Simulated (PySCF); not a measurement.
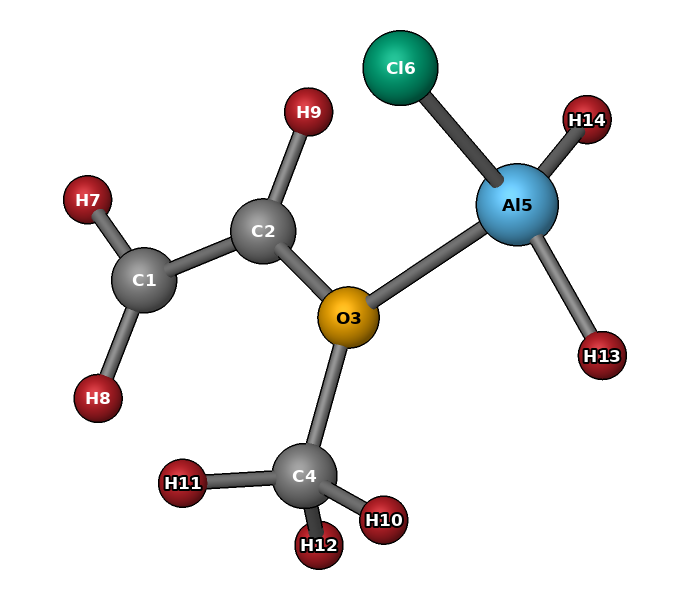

The questions are on isotropic NMR shieldings of the C atoms. The geometry was computed by an optimisation with GFN2-xTB. No frequency run is at hand to confirm it as a minimum. Properties computed with GIAO PBE0/pcSseg-1 NMR shielding, non-relativistic, gas phase (PySCF 2.14.0).

List the isotropic NMR shieldings of the C atoms.

```tsv
atom	σ (ppm)
C1	91.3
C2	30.7
C4	130.4
```

The geometry is semi-empirical. Around Al such bond lengths and angles can be off by a tenth of an ångström or more and by several degrees, and values that hang on the shape move with them.
